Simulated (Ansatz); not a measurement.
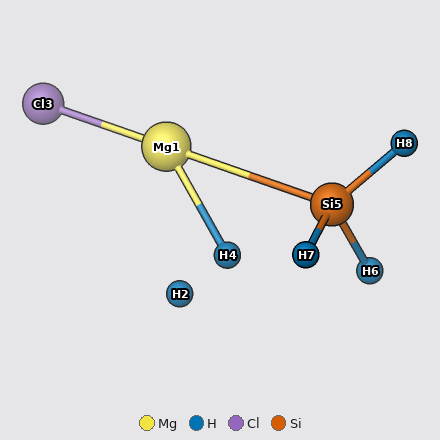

The system is the reacting system ClH5MgSi (fragments ClMg + H₅Si where the first distance is long, ClH₃MgSi + H₂ where the second is long); the picture shows the reference structure. The first coordinate is: distance Mg1–Si5 (bond that forms); the second: distance H4–Si5 (bond that breaks). Relaxed at each point: all other coordinates. Grid: 10 × 10 points. Points are written as (first, second). Energies: eV, counted from the lowest grid point. Energies and slopes of some neighbouring points disagree (a jump in structure or state, or too coarse a mesh). The reference is spin-restricted, so regions where a bond is pulled apart into radicals lie too high. Method: Ansatz, RKS CAM-B3LYP-D4/def2-SVP.

Its coordinates:

```csv
atom,x (Å),y (Å),z (Å)
Mg,0.1322,-1.7278,-0.3968
H,-0.6714,0.0151,-1.6183
Cl,0.0644,-3.6806,-1.3801
H,-0.3319,0.1762,-0.7227
Si,0.2260,0.9002,0.9225
H,-1.1786,1.4167,0.8898
H,1.0061,1.7846,0.0003
H,0.7532,1.1155,2.3053
```

Range: distance Mg1–Si5 (bond that forms) from 2.268 to 4.068 Å; distance H4–Si5 (bond that breaks) from 1.278 to 3.078 Å.

### What landscape does the calculation give?

The lowest grid point is at (2.543 Å, 3.078 Å). It lies in a valley that leaves the map towards separated partners. The highest grid point, (3.583 Å, 1.278 Å), lies 4.67 eV above the lowest.

| second ↓, first → | 2.268 | 2.383 | 2.543 | 2.724 | 2.921 | 3.131 | 3.352 | 3.583 | 3.822 | 4.068 |
| --- | --- | --- | --- | --- | --- | --- | --- | --- | --- | --- |
| 3.078 | 0.33 | 0.10 | 0.00 | 0.10 | 0.33 | 0.65 | 1.03 | 1.45 | 1.85 | 2.24 |
| 2.832 | 0.36 | 0.13 | 0.03 | 0.12 | 0.35 | 0.66 | 1.05 | 1.47 | 1.87 | 2.25 |
| 2.593 | 0.41 | 0.17 | 0.07 | 0.16 | 0.39 | 0.70 | 1.09 | 1.51 | 1.91 | 2.30 |
| 2.362 | 0.50 | 0.26 | 0.16 | 0.25 | 0.48 | 0.79 | 1.18 | 1.59 | 2.00 | 2.38 |
| 2.141 | 0.66 | 0.42 | 0.32 | 0.41 | 0.64 | 0.95 | 1.34 | 1.75 | 2.16 | 2.54 |
| 1.931 | 0.94 | 0.70 | 0.60 | 0.69 | 0.92 | 1.23 | 1.61 | 2.01 | 2.41 | 2.78 |
| 1.734 | 1.37 | 1.14 | 1.03 | 1.12 | 1.35 | 1.65 | 2.03 | 2.42 | 2.79 | 3.14 |
| 1.553 | 2.01 | 1.79 | 1.68 | 1.76 | 1.98 | 2.27 | 2.62 | 2.99 | 3.33 | 3.65 |
| 1.393 | 2.78 | 2.64 | 2.60 | 2.68 | 2.87 | 3.14 | 3.46 | 3.79 | 4.09 | 4.36 |
| 1.278 | 3.64 | 3.48 | 3.60 | 3.67 | 3.85 | 4.10 | 4.38 | 4.67 | 4.19 | 4.47 |

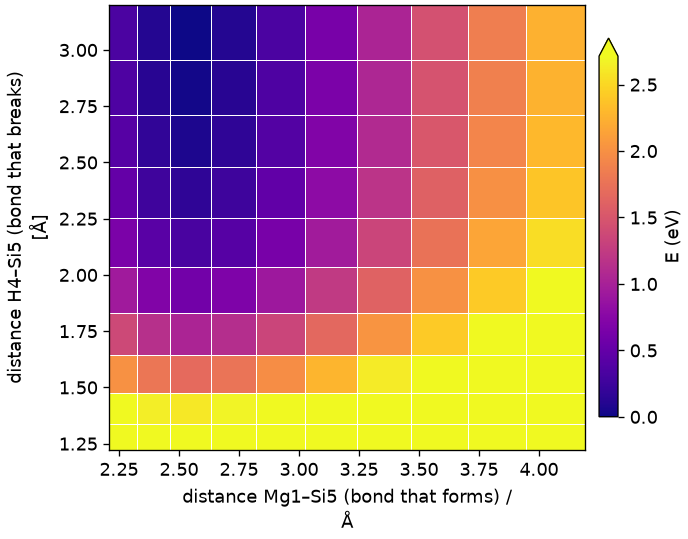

In the figure: one coloured cell a grid point, one colour for all values above the top of the scale.

Each point was launched as `ansatz run input.yaml --threads 1 --pin off --max-ram 2560MiB --backend cpu --events-out ev --progress --plain --runs-dir out`. The whole map (100 points run) took 29 min on 1 thread of Arm Neoverse V1, on a shared host.
